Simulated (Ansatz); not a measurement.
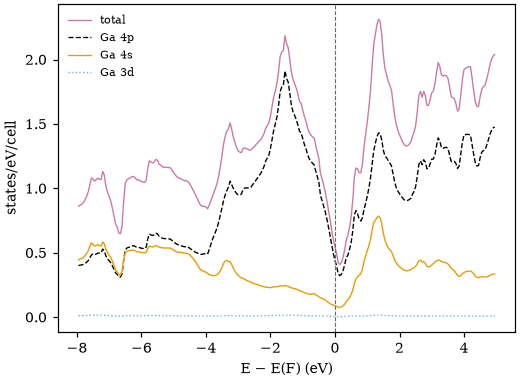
Figure: Total and projected density of states of Ga (α-Ga, Cmce), r²SCAN (plane waves, PAW; program Ansatz)

Which orbitals carry the states next to the Fermi level?

Within 0.5 eV of the Fermi level: Ga 4p 82 %, Ga 4s 16 %. Projections are on Löwdin-orthogonalised atomic valence shells; empty p or d shells of many metals are not among them.

Where is the tallest occupied peak in this window, and what makes it?

Near -1.5 eV, about 2.2 states/eV per cell; the largest projected share is Ga 4p.

Symmetry was held in the r²SCAN relaxation; of distortions, only those at the zone centre were tested. Scalar-relativistic: spin–orbit coupling is off unless named, which matters more the heavier the elements.

Potentials: the later of the program's two PAW sets.
